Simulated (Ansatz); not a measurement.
Run report: Sr₈BiTi₇O₂₃, geometry relaxation (part 2 of 2)

The same run, continued: Sr₈BiTi₇O₂₃ (defect cell, 39 atoms in the cell); DFT, PBEsol, PAW, plane waves (Ansatz 0.2.0); cutoff 420 eV, 1×1×1 k-mesh, Fermi–Dirac smearing of 0.01 eV. 

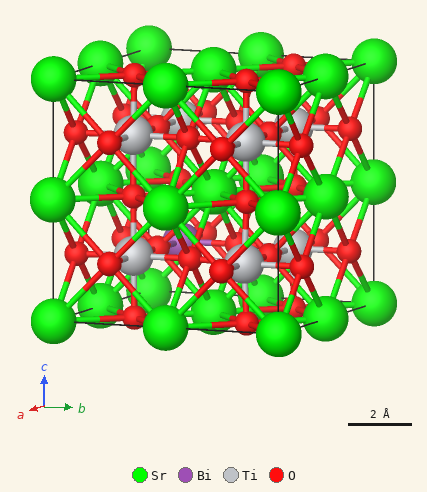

*The starting structure (ball-and-stick view of the cell of the calculation, seen slightly off an axis).*

Output, continued:
```
SCF iter   1: F=—  HF=-70456.673218 eV  |F-HF|=—  |Δ(HF+E_count)|=         —  Δρ=9.40e-4 (↑9.40e-4 ↓4.50e-4)  dr2=8.85e-3  dr2_m=7.90e-4  M=1.000 μB ∫|m|=1.165 μB  β_m=0.65  ethr=1.10e-5  ⟨swp⟩=4.0  Hψ=749  notcnv=0  defer=68
preconditioner: auto → Resta (q_TF=auto, 2.554 Å⁻¹)  ε∞=5.1  [insulator: Δε(μ)=0.085 eV  Ē_g=13.151 eV  σ=0.010 eV  W_gap=0.97  n_scr=146 (ndim 8)  ℏωp=26.8 eV  f_vac=0.000  D(μ)=2.78/eV (n_scr^D=6)  ε∞_Penn≈5.1]
spin=Collinear: Resta preconditioning applied to the charge; magnetization (m = ρ↑ − ρ↓) channel mixes plain (no charge-response kernel on spin).
SCF iter   2: F=—  HF=-70456.675273 eV  |F-HF|=—  |Δ(HF+E_count)|=   2.06e-3  Δρ=1.67e-3 (↑1.67e-3 ↓3.51e-4)  dr2=3.11e-2  dr2_m=2.37e-3  M=1.000 μB ∫|m|=1.159 μB  β_m=0.25  ethr=2.79e-6  ⟨swp⟩=3.0  Hψ=723  notcnv=0  defer=68  recentre
SCF iter   3: F=—  HF=-70456.673668 eV  |F-HF|=—  |Δ(HF+E_count)|=   1.61e-3  Δρ=4.35e-4 (↑4.35e-4 ↓2.70e-4)  dr2=1.92e-3  dr2_m=1.53e-4  M=1.000 μB ∫|m|=1.163 μB  β_m=0.32  ethr=2.79e-6  ⟨swp⟩=2.0  Hψ=530  notcnv=0  defer=68
SCF iter   4: F=—  HF=-70456.673455 eV  |F-HF|=—  |Δ(HF+E_count)|=   2.13e-4  Δρ=9.77e-5 (↑9.77e-5 ↓7.95e-5)  dr2=1.31e-4  dr2_m=3.79e-6  M=1.000 μB ∫|m|=1.162 μB  β_m=0.40  ethr=6.06e-7  ⟨swp⟩=2.0  Hψ=494  notcnv=0  defer=68
SCF iter   5: F=—  HF=-70456.673452 eV  |F-HF|=—  |Δ(HF+E_count)|=   3.23e-6  Δρ=4.68e-5 (↑4.68e-5 ↓3.31e-5)  dr2=3.14e-5  dr2_m=1.03e-6  M=1.000 μB ∫|m|=1.162 μB  β_m=0.45  ethr=4.13e-8  ⟨swp⟩=2.5  Hψ=709  notcnv=0  defer=68
SCF iter   6: F=—  HF=-70456.673454 eV  |F-HF|=—  |Δ(HF+E_count)|=   1.70e-6  Δρ=3.39e-5 (↑3.39e-5 ↓1.81e-5)  dr2=1.54e-5  dr2_m=7.53e-7  M=1.000 μB ∫|m|=1.162 μB  β_m=0.44  ethr=9.89e-9  ⟨swp⟩=2.0  Hψ=485  notcnv=0  defer=68
SCF iter   7: F=—  HF=-70456.673453 eV  |F-HF|=—  |Δ(HF+E_count)|=   3.82e-7  Δρ=1.25e-5 (↑1.25e-5 ↓8.61e-6)  dr2=2.37e-6  dr2_m=8.17e-8  M=1.000 μB ∫|m|=1.162 μB  β_m=0.46  ethr=4.85e-9  ⟨swp⟩=2.0  Hψ=485  notcnv=0  defer=68
SCF iter   8: F=—  HF=-70456.673453 eV  |F-HF|=—  |Δ(HF+E_count)|=   1.26e-7  Δρ=6.59e-6 (↑6.59e-6 ↓4.39e-6)  dr2=5.53e-7  dr2_m=2.85e-8  M=1.000 μB ∫|m|=1.162 μB  β_m=0.54  ethr=7.47e-10  ⟨swp⟩=2.5  Hψ=617  notcnv=0  defer=68
SCF iter   9: F=—  HF=-70456.673453 eV  |F-HF|=—  |Δ(HF+E_count)|=   2.43e-8  Δρ=2.56e-6 (↑2.56e-6 ↓1.90e-6)  dr2=9.45e-8  dr2_m=2.25e-9  M=1.000 μB ∫|m|=1.162 μB  β_m=0.52  ethr=1.75e-10  ⟨swp⟩=2.0  Hψ=539  notcnv=0  defer=68
SCF iter  10: F=—  HF=-70456.673453 eV  |F-HF|=—  |Δ(HF+E_count)|=   3.83e-8  Δρ=2.33e-6 (↑2.33e-6 ↓9.24e-7)  dr2=6.18e-8  dr2_m=4.11e-9  M=1.000 μB ∫|m|=1.162 μB  β_m=0.50  ethr=2.98e-11  ⟨swp⟩=2.0  Hψ=700  notcnv=0  defer=68
SCF iter  11: F=—  HF=-70456.673453 eV  |F-HF|=—  |Δ(HF+E_count)|=   2.11e-8  Δρ=1.15e-6 (↑1.15e-6 ↓5.22e-7)  dr2=1.85e-8  dr2_m=8.95e-10  M=1.000 μB ∫|m|=1.162 μB  β_m=0.75  ethr=1.95e-11  ⟨swp⟩=2.0  Hψ=455  notcnv=0  defer=68
iter 12 did not close the SCF: its close was put off for a magnetic moment that had not settled (scf_convergence_deferred on its scf_iter line)
SCF iter  12: F=-70456.673453 eV  HF=-70456.673453 eV  |F-HF|=5.84e-8  |Δ(HF+E_count)|=   3.05e-8  Δρ=2.11e-6 (↑2.11e-6 ↓7.90e-7)  dr2=6.54e-8  dr2_m=3.04e-9  M=1.000 μB ∫|m|=1.162 μB  β_m=0.66  ethr=5.84e-12  ⟨swp⟩=14.0  Hψ=2931  notcnv=0
iter 13 did not close the SCF: its close was put off for a magnetic moment that had not settled (scf_convergence_deferred on its scf_iter line)
SCF iter  13: F=-70456.673453 eV  HF=-70456.673453 eV  |F-HF|=1.31e-8  |Δ(HF+E_count)|=   4.34e-9  Δρ=1.20e-6 (↑1.20e-6 ↓3.97e-7)  dr2=1.51e-8  dr2_m=1.18e-9  M=1.000 μB ∫|m|=1.162 μB  β_m=0.68  ethr=5.84e-12  ⟨swp⟩=6.0  Hψ=2125  notcnv=0
iter 14 did not close the SCF: its close was put off for a magnetic moment that had not settled (scf_convergence_deferred on its scf_iter line)
SCF iter  14: F=-70456.673453 eV  HF=-70456.673453 eV  |F-HF|=5.62e-9  |Δ(HF+E_count)|=  6.84e-10  Δρ=7.91e-7 (↑7.91e-7 ↓2.08e-7)  dr2=6.51e-9  dr2_m=5.52e-10  M=1.000 μB ∫|m|=1.162 μB  β_m=0.71  ethr=4.77e-12  ⟨swp⟩=5.5  Hψ=1880  notcnv=0
SCF iter  15: F=-70456.673453 eV  HF=-70456.673453 eV  |F-HF|=8.15e-10  |Δ(HF+E_count)|=  3.35e-10  Δρ=2.83e-7 (↑2.83e-7 ↓8.70e-8)  dr2=8.80e-10  dr2_m=7.06e-11  M=1.000 μB ∫|m|=1.162 μB  ethr=2.05e-12  ⟨swp⟩=5.0  Hψ=1813  notcnv=0
SCF 9 converged in 15 iterations: F = -70456.673453 eV  dr2 = 8.80e-10
  greatest PAW one-centre occupation: 0.999 electrons in one spin orbital (limit 2), on the Ti atom at site 12 (counted from 0), in its partial waves of l = 0
relax step   9: F+E_penalty+E_count = -70456.67345306 eV  Δ(F+E_penalty+E_count) = -6.979e-4 eV  max|allowed force component| = 2.387e-2 eV/Å  Δτ_max = 0.0143 Å  (15 SCF iters, accepted)
SCF converged after 15 iterations
Magnetization: 1.0000 μB (159.0000 up, 158.0000 down)
Absolute magnetization: 1.1592 μB (∫|ρ↑−ρ↓|, with the PAW one-centre terms)
Spin contamination: 0.0021 ħ² per cell (⟨S²⟩ above its minimum at these occupations)
Per-site moments (μB) at R_I (Å): [(0.00240713389532555, 1.0398711584530695), (0.000912289580965515, 1.0083977865521392), (0.0014313876856331517, 1.053974705034452), (0.0008393112855558399, 1.0486520417986012), (0.0017446708198752435, 1.049993878458393), (0.0009575657596846257, 0.999221010818675), (0.0012627859751597331, 1.0377224765725364), (0.0011991706178635935, 1.0458434388130993), (0.00037409
Free energy (F): -70456.673453 eV
Harris-Foulkes:  -70456.673453 eV  (|F-HF|=8.15e-10)
Internal energy: -70456.671725 eV  (E = F + TS)
E sigma→0 (E₀):  -70456.672589 eV
Entropy (-TS):   -0.001728 eV (-0.044 meV/atom)
Fermi energy:    12.800495 eV
--- Per-component energies (eV) ---
  E_band       = -1435.846228
  E_kinetic    = 8243.932046
  E_local      = -19192.128570  (includes V_loc(G=0)·N_el)
  E_nonlocal   = 3337.819187
  E_hartree    = 6637.165693
  E_xc         = -3911.073648
  E_vxc        = -4484.444612  (∫ρ·V_xc dr)
  E_paw        = -42315.194075  (= ΣΔE_a)
  E_vpaw       = -2615.412403  (= ΣTr[D̂ρ^β])
  E_aug_tail   = 0.056739  (compensation charges beyond the density's cutoff)
  E_ewald      = -23260.200941
  E_core_change = 2.951844  (= ΣΔE_core)
  E_smearing   = -0.001728  (= −TS)
  E_closure    = 0.000000  (closes the sum)
  Σ components = -70456.673453   (vs F -70456.673453, Δ=0.00e0)
--- Forces (eV/Å), atoms counted from 1 ---
  atom   1  Sr     0.00037148     0.00195716     0.00115627
  atom   2  Sr     0.00417020     0.00815287    -0.00262581
  atom   3  Sr     0.00429279     0.00438027    -0.00028710
  atom   4  Sr     0.00468911    -0.00109695    -0.00409820
  atom   5  Sr     0.00005281     0.00672869     0.00835796
  atom   6  Sr    -0.00392251    -0.00282810    -0.00147338
  atom   7  Sr    -0.00544505    -0.00184234    -0.00034796
  atom   8  Sr    -0.00233847     0.00123665     0.00059788
  atom   9  Bi    -0.01022711    -0.01208090     0.01299686
  atom  10  Ti     0.01025198     0.02387208    -0.01116303
  atom  11  Ti     0.00246453     0.01959926    -0.00460289
  atom  12  Ti    -0.00133421    -0.00039975    -0.00383157
  atom  13  Ti     0.01500466    -0.00823077    -0.00490533
  atom  14  Ti     0.00413348    -0.00131940    -0.00181574
  atom  15  Ti     0.01065882     0.00438376    -0.00301728
  atom  16  Ti     0.00400481     0.00149188    -0.00292855
  atom  17  O     -0.00035918    -0.00259777     0.01658605
  atom  18  O     -0.00095539     0.00533371     0.00358389
  atom  19  O     -0.00049322     0.00383680     0.00335814
  atom  20  O     -0.00113568    -0.00171222    -0.00183714
  atom  21  O      0.00211607    -0.00088565     0.00462092
  atom  22  O     -0.00056520    -0.00084989     0.00395468
  atom  23  O     -0.00079749    -0.00131422    -0.00173066
  atom  24  O      0.00246379    -0.00042691    -0.00899762
  atom  25  O      0.00046645    -0.00315371    -0.00078787
  atom  26  O     -0.01180354    -0.00018320    -0.00034216
  atom  27  O     -0.00345031    -0.00472997     0.00295882
  atom  28  O     -0.02384754    -0.00532912    -0.00557968
  atom  29  O     -0.00539812    -0.00150921     0.00559625
  atom  30  O      0.00744259     0.00062200     0.00074137
  atom  31  O      0.00186856    -0.00750545     0.00378238
  atom  32  O      0.00564534     0.00738535    -0.01063188
  atom  33  O     -0.00020236     0.00106531    -0.00211569
  atom  34  O     -0.00017853    -0.01917077    -0.00339035
  atom  35  O     -0.00062306    -0.00870822     0.00426647
  atom  36  O      0.00155930    -0.00545119    -0.00129371
  atom  37  O     -0.00462404    -0.00640818     0.00160293
  atom  38  O      0.00001224     0.00778205     0.00314398
  atom  39  O     -0.00397479    -0.00009286     0.00049772
  max |Σ_I F_I| component: 6.82e-6 eV/Å
--- Band table (eV) ---
  k-point 0 ↑: bands = ["-45.6471", "-45.6470", "-45.6338", "-45.6136", "-45.6056", "-45.5982", "-45.5078", "-22.3842", "-22.3064", "-22.2401", "-22.2085", "-22.1958", "-22.1665", "-22.1603", "-22.1348", "-22.1260", "-22.1161", "-22.0970", "-22.0884", "-22.0784", "-22.0608", "-22.0535", "-22.0500", "-22.0399", "-22.0379", "-22.0329", "-22.0301", "-22.0156", "-22.0079", "-22.0022", "-21.9833", "-21.9798", "-21.9734", "-21.9671", "-21.9442", "-21.9153", "-11.9450", "-11.7654", "-11.6813", "-11.6703",
      "-11.5912", "-7.7048", "-7.3574", "-7.1823", "-7.1708", "-6.9640", "-6.8991", "-6.7749", "-6.5498", "-6.4271", "-6.4055", "-6.3166", "-6.2719", "-6.2299", "-6.2136", "-6.2006", "-6.1646", "-6.0901", "-6.0505", "-6.0096", "-5.9856", "-5.8972", "-5.8870", "-5.7919", "-4.4911", "-4.4400", "-4.3720", "-4.3388", "-4.2561", "-4.2200", "-4.1983", "-4.1611", "-4.1481", "-4.1076", "-4.0632", "-4.0436", "-4.0167", "-3.9665", "-3.9386", "-3.9098",
      "-3.8677", "-3.8476", "-3.8008", "-3.7724", "-3.7533", "-3.6620", "-3.6196", "-3.6070", "0.8647", "5.5135", "5.5953", "5.7497", "5.9103", "5.9425", "5.9619", "6.0705", "6.1224", "6.1345", "6.1869", "6.2547", "6.3066", "6.3745", "6.4027", "6.4994", "6.6041", "6.7301", "6.7549", "6.8601", "6.8994", "6.9421", "6.9571", "7.0552", "7.1199", "7.1954", "7.2117", "7.2544", "7.2810", "7.2972", "7.3356", "7.3581",
      "7.3832", "7.4630", "7.4975", "7.5536", "7.6933", "7.7687", "7.8957", "7.9368", "8.1002", "8.1824", "8.2413", "8.3265", "8.4948", "8.5143", "8.5650", "8.6902", "8.7452", "8.7692", "8.8475", "8.8604", "8.9041", "8.9339", "8.9853", "9.0341", "9.0750", "9.1381", "9.1781", "9.2171", "9.3140", "9.3465", "9.4108", "9.4940", "9.6523", "9.6551", "9.7104", "9.7611", "9.8429", "10.0398", "12.7599", "12.8412",
      "12.8859", "13.1394", "13.3072", "13.3472", "13.4842", "13.8048", "13.8603", "13.8870", "13.9265", "13.9614", "14.0009", "14.0291", "14.0506", "14.1484", "14.2302", "14.2487", "14.3091", "14.4364", "14.4985", "14.5097", "15.1593", "15.2278", "15.5990", "15.6233", "15.6658", "15.7565", "16.0185", "16.0729", "16.3922", "16.5273", "16.6031", "16.8115", "16.8804", "17.2118", "17.3247", "17.3715", "17.5016", "17.5371", "17.6183"]
  k-point 0 ↓: bands = ["-45.5927", "-45.5783", "-45.5292", "-45.4997", "-45.4389", "-45.4241", "-45.2938", "-22.3733", "-22.2959", "-22.2110", "-22.1824", "-22.1648", "-22.1403", "-22.1304", "-22.1028", "-22.0940", "-22.0801", "-22.0537", "-22.0256", "-22.0058", "-21.9893", "-21.9813", "-21.9691", "-21.9584", "-21.9552", "-21.9411", "-21.9008", "-21.8836", "-21.8766", "-21.8725", "-21.8287", "-21.8023", "-21.7819", "-21.7652", "-21.7509", "-21.6155", "-11.9450", "-11.7651", "-11.6809", "-11.6699",
      "-11.5908", "-7.7056", "-7.3525", "-7.1807", "-7.1682", "-6.9631", "-6.8981", "-6.7730", "-6.5480", "-6.4254", "-6.4041", "-6.3146", "-6.2696", "-6.2303", "-6.2132", "-6.2008", "-6.1650", "-6.0893", "-6.0503", "-6.0104", "-5.9857", "-5.8978", "-5.8882", "-5.7932", "-4.4863", "-4.4376", "-4.3695", "-4.3360", "-4.2541", "-4.2184", "-4.1967", "-4.1595", "-4.1463", "-4.1055", "-4.0614", "-4.0417", "-4.0149", "-3.9647", "-3.9367", "-3.9086",
      "-3.8669", "-3.8468", "-3.7997", "-3.7714", "-3.7523", "-3.6607", "-3.6190", "-3.6060", "0.8659", "5.5172", "5.6001", "5.7773", "5.9234", "5.9640", "5.9807", "6.0993", "6.1430", "6.1570", "6.2036", "6.2752", "6.3302", "6.3938", "6.4201", "6.5188", "6.6210", "6.7450", "6.7684", "6.8828", "6.9240", "6.9599", "6.9788", "7.0738", "7.1421", "7.2169", "7.2345", "7.2667", "7.2980", "7.3107", "7.3527", "7.3746",
      "7.3954", "7.4753", "7.5066", "7.5615", "7.7059", "7.7769", "7.9051", "7.9481", "8.1074", "8.1905", "8.2477", "8.3318", "8.4994", "8.5216", "8.5704", "8.6927", "8.7546", "8.7747", "8.8536", "8.8710", "8.9074", "8.9381", "8.9891", "9.0377", "9.0765", "9.1359", "9.1786", "9.2173", "9.3135", "9.3463", "9.4106", "9.4928", "9.6492", "9.6535", "9.7079", "9.7591", "9.8403", "10.0399", "12.9665", "12.9879",
      "13.0646", "13.1970", "13.3603", "13.4192", "13.5309", "13.8889", "13.9670", "14.0436", "14.0792", "14.1064", "14.1351", "14.1936", "14.2054", "14.2422", "14.3034", "14.3162", "14.3766", "14.6253", "14.6318", "14.7554", "15.1799", "15.2503", "15.6603", "15.6854", "15.7412", "15.8082", "16.0837", "16.1320", "16.4072", "16.5658", "16.6359", "16.8530", "16.9336", "17.2242", "17.3398", "17.3841", "17.5121", "17.5542", "17.6399"]
--- Relaxed structure (9 steps of the walk, 9 accepted, 0 SCFs on fresh bases) ---
  F+E_penalty+E_count = -70456.67345306 eV   max|allowed force component| = 2.387e-2 eV/Å
  atoms:
    - { symbol: Sr, position: [0.983422632670247, -0.01995335934597679, 0.9798943013466648] }
    - { symbol: Sr, position: [1.0011923382155057, 0.9870596294508124, 0.5030731751729581] }
    - { symbol: Sr, position: [0.9837322898548579, 0.5118777555717456, 0.9850265447300497] }
    - { symbol: Sr, position: [-0.0006520878345355304, 0.49631587037855146, 0.49352680260496984] }
    - { symbol: Sr, position: [0.5137116064988214, 0.9808049932330593, 0.987275576279238] }
    - { symbol: Sr, position: [0.5095731590557246, 0.9916544349307007, 0.5066242940657644] }
    - { symbol: Sr, position: [0.5150221127554995, 0.511631926253948, -0.00912543262906906] }
    - { symbol: Sr, position: [0.5119924775928641, 0.5054867462127551, 0.4912103663736507] }
    - { symbol: Bi, position: [0.2433338631319897, 0.24013785662518958, 0.1991689595734951] }
    - { symbol: Ti, position: [0.25343788663166716, 0.25108093815267424, 0.722936317809605] }
    - { symbol: Ti, position: [0.2512149052587581, 0.7495147929751649, 0.24533515799304978] }
    - { symbol: Ti, position: [0.2514319821054496, 0.7424689037847922, 0.7488168236047896] }
    - { symbol: Ti, position: [0.7495684745442425, 0.2439841920878298, 0.24544363074129505] }
    - { symbol: Ti, position: [0.7475612683322614, 0.2482142354849847, 0.74810525660618] }
    - { symbol: Ti, position: [0.7534567660089847, 0.7475375918356466, 0.24808965133258484] }
    - { symbol: Ti, position: [0.7506034542036163, 0.7461836282366391, 0.7418004444728205] }
    - { symbol: O, position: [0.2762162832272157, 0.28064308178350794, 0.4967986026296589] }
    - { symbol: O, position: [0.2537750157826976, 0.7806291219090657, 1.0028743623976988] }
    - { symbol: O, position: [0.24615008908950128, 0.7193574471884945, 0.5072397426613152] }
    - { symbol: O, position: [0.77973258517319, 0.25002041595721214, 1.0041266661846182] }
    - { symbol: O, position: [0.7213836214417486, 0.24598457039161656, 0.5079418606383418] }
    - { symbol: O, position: [0.7482226207792017, 0.7477906456893851, 0.9971027226078621] }
    - { symbol: O, position: [0.7531932693861335, 0.7533225834954933, 0.4978966669012259] }
    - { symbol: O, position: [-0.013278561968052029, 0.22514514886203277, 0.2987057856812426] }
    - { symbol: O, position: [0.006657453280906254, 0.2542787807472751, 0.7448102864621523] }
    - { symbol: O, position: [-0.0026950265716676053, 0.7834998064163222, 0.24555356102676845] }
    - { symbol: O, position: [0.00015609701654912216, 0.7430664179205537, 0.7525139378742202] }
    - { symbol: O, position: [0.5099774645393377, 0.2944205803248933, 0.2301976487089576] }
    - { symbol: O, position: [0.4947077247818514, 0.2425369035102557, 0.7920764846474803] }
    - { symbol: O, position: [0.4993686337385896, 0.723239087727049, 0.24924341224679347] }
    - { symbol: O, position: [0.5003193607169557, 0.7512221432298899, 0.7466446240683361] }
    - { symbol: O, position: [0.2774934943481197, 0.9877733753418563, 0.29926806848398846] }
    - { symbol: O, position: [0.2464622983556054, 0.004854651779704413, 0.7416211176643621] }
    - { symbol: O, position: [0.20703590459854965, 0.5109755671408632, 0.22599829394375653] }
    - { symbol: O, position: [0.2543035818824587, 0.49299793822205673, 0.7948366193475737] }
    - { symbol: O, position: [0.7168320281657056, 1.000734587427123, 0.24523170015961465] }
    - { symbol: O, position: [0.7537005309931498, 0.9980878979976049, 0.7522605031880232] }
    - { symbol: O, position: [0.7785053813055677, 0.5033141986861062, 0.252957056001579] }
    - { symbol: O, position: [0.7442250209107293, 0.49788991238311847, 0.746824406396382] }
--- Löwdin populations: 39 sites ---
  site symbol       q [e]    m [muB]
     0     Sr      8.2733     0.0010
     1     Sr      8.2747     0.0003
     2     Sr      8.2776     0.0004
     3     Sr      8.2748     0.0004
     4     Sr      8.2760     0.0003
     5     Sr      8.2729     0.0005
     6     Sr      8.2751     0.0005
     7     Sr      8.2716     0.0007
     8     Bi     13.7884     0.0020
     9     Ti     10.9151     0.1145
    10     Ti     10.8432     0.0791
    11     Ti     10.8736     0.2102
    12     Ti     10.8427     0.0622
    13     Ti     10.8728     0.2018
    14     Ti     10.8729     0.1204
    15     Ti     10.9220     0.2504
    16      O      6.7846    -0.0040
    17      O      6.8609    -0.0039
    18      O      6.8608    -0.0062
    19      O      6.8576    -0.0034
    20      O      6.8565    -0.0058
    21      O      6.9208    -0.0035
    22      O      6.8505    -0.0047
    23      O      6.8882    -0.0015
    24      O      6.8744    -0.0047
    25      O      6.8663    -0.0040
    26      O      6.8900    -0.0037
    27      O      6.8872    -0.0012
    28      O      6.8820    -0.0024
    29      O      6.8800    -0.0024
    30      O      6.8786    -0.0042
    31      O      6.8951    -0.0019
    32      O      6.8834    -0.0051
    33      O      6.8799    -0.0021
    34      O      6.8747    -0.0025
    35      O      6.8609    -0.0033
    36      O      6.8968    -0.0021
    37      O      6.8770    -0.0025
    38      O      6.8701    -0.0044
  spilling = 0.008823 (of n_electrons = 317.000000)
```

Summary:

- outcome: converged
- electrons treated: 317
- free energy: −70456.6735 eV
- Fermi energy: 12.800 eV
- net moment of the cell: 1.00 μB
- largest force (length of the vector) at the end: 0.028 eV/Å
- hardware: 8 threads of Intel Xeon, 14 GiB of memory available, shared host
- wall time: 66 s (CPU time 7.6 min)
- peak memory: 1.4 GiB

Notes:

Spin–orbit coupling is left out, which matters for Bi. The k-point mesh is coarse for a cell of this size, so the results may not be converged.
